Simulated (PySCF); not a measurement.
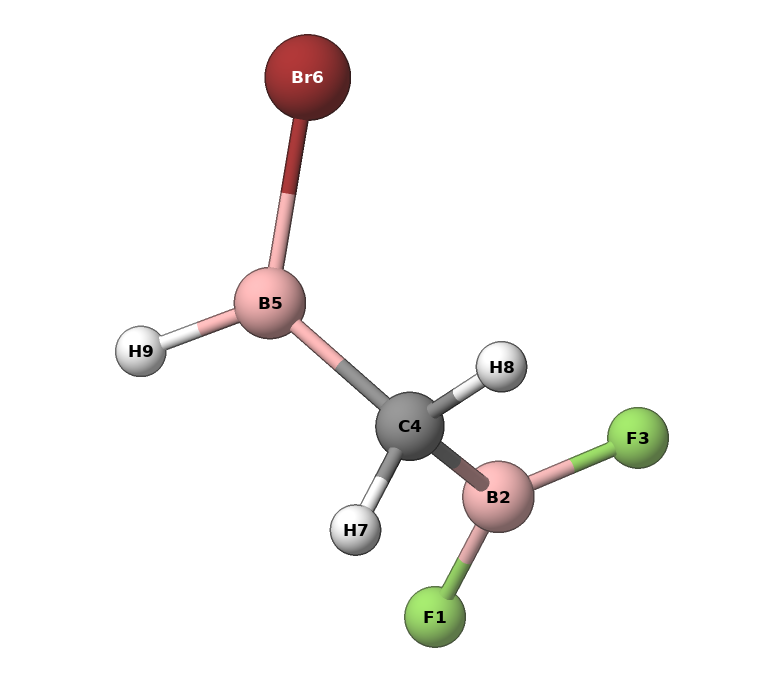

The computed structure is the end point of a GFN2-xTB optimisation. No frequency run is at hand to confirm it as a minimum. Properties computed with delta-SCF UKS SCAN, pcX-2 on the ionised atom, pcseg-1 elsewhere, spin-free X2C (PySCF 2.14.0).

Give the core-electron binding energies (to vacuum) of F1 1s, B2 1s, C4 1s, B5 1s.

| atom | level | binding energy (eV) |
| --- | --- | --- |
| F1 | 1s | 693.6 |
| B2 | 1s | 199.6 |
| C4 | 1s | 290.7 |
| B5 | 1s | 197.3 |

The geometry is semi-empirical. Around B, Br such bond lengths and angles can be off by a tenth of an ångström or more and by several degrees, and values that hang on the shape move with them.
